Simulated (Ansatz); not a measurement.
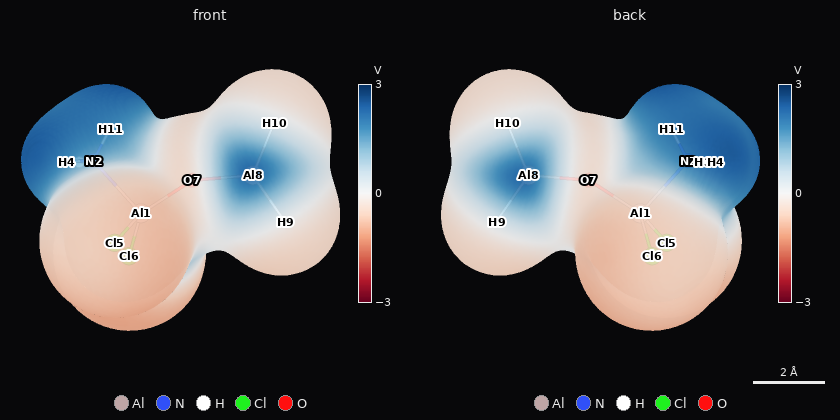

Figure 1: Al2Cl2H5NO. The molecular electrostatic potential painted on the density surface at 0.001 e/bohr³, seen from the front and from behind; red is negative and blue positive.

Computed with RKS PBE0-D4/cc-pVDZ in Ansatz 0.2.0.

Input file:

```
crystal:
  periodic: [false, false, false]
  atoms:
    - { symbol: Al, position_ang: [-0.303299, 0.270668, -0.553716] }
    - { symbol: "N", position_ang: [0.060117, 0.084214, 2.51161] }
    - { symbol: H, position_ang: [-0.615163, -0.326667, 3.15567] }
    - { symbol: H, position_ang: [0.914945, 0.266683, 3.037506] }
    - { symbol: Cl, position_ang: [1.696156, 0.321999, -1.221092] }
    - { symbol: Cl, position_ang: [-1.53244, -1.344301, -1.135384] }
    - { symbol: O, position_ang: [-1.003506, 1.683403, 0.211512] }
    - { symbol: Al, position_ang: [-2.236723, 2.891651, 0.138706] }
    - { symbol: H, position_ang: [-3.259757, 2.902772, -1.080322] }
    - { symbol: H, position_ang: [-2.300365, 3.883801, 1.383384] }
    - { symbol: H, position_ang: [-0.320365, 1.003877, 2.208325] }
basis:
  gaussian: { orbitals: cc-pVDZ }
hamiltonian:
  xc: pbe0
  dispersion: d4
relax:
  f_tol: 0.03
  max_steps: 50
output:
  orbitals: {}
```

Run with:

```sh
ansatz run input.yaml --threads 4 --pin off --max-ram 5120MiB --backend cpu --events-out ev --progress --plain --runs-dir out
```

The fields are those of the run's last geometry, not of the input's.

**Describe the electrostatic potential map.**

The most negative region (about −1.1 V) lies over Cl5 and Cl6, the most positive (about +2.4 V) over H3, H4 and H11.
